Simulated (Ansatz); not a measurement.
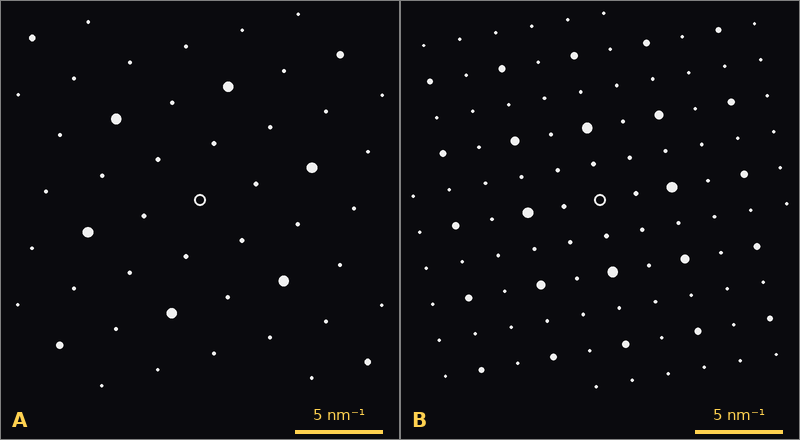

Kinematic electron diffraction patterns (200 kV, B = 0.5 Å², same scale, each along a low-index zone) of two structures of composition Ta3Br, each relaxed at zero pressure with DFT PBE, scalar-relativistic, plane waves, PAW (Ansatz 0.2.0).

The structures (standard cells):
1. P4/mmm (No. 123), a = 4.751 Å, c = 3.292 Å, 4 atoms; generated start, possibly hypothetical
2. Pm-3m (No. 221), a = 4.220 Å, 4 atoms; generated start, possibly hypothetical

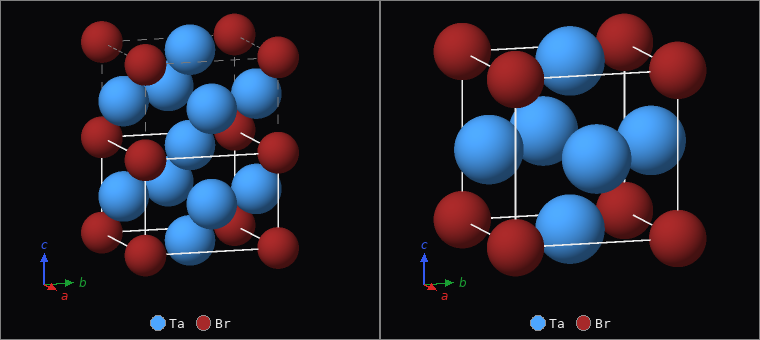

Drawings of the structures 1 to 2, from left to right (each may span several cells).

Which pattern belongs to which structure, and along which zone?

A is structure 2 along [111] or an equivalent direction: hexagonal net of -1 1 0 at d = 2.98 Å and -1 0 1 at d = 2.98 Å, 60.0° apart. B is structure 1 along [001]: square net of 1 0 0 at d = 4.75 Å and 0 1 0 at d = 4.75 Å, 90.0° apart.

Which structure lies lowest at this level of theory, and by how much?

Structure 1 (P4/mmm, 18.58 Å³ an atom) is the lowest of these; structure 2 (Pm-3m, 18.78 Å³ an atom) lies about 130 meV an atom higher. These are static energies at 0 K; other structures, not shown, may lie lower still.
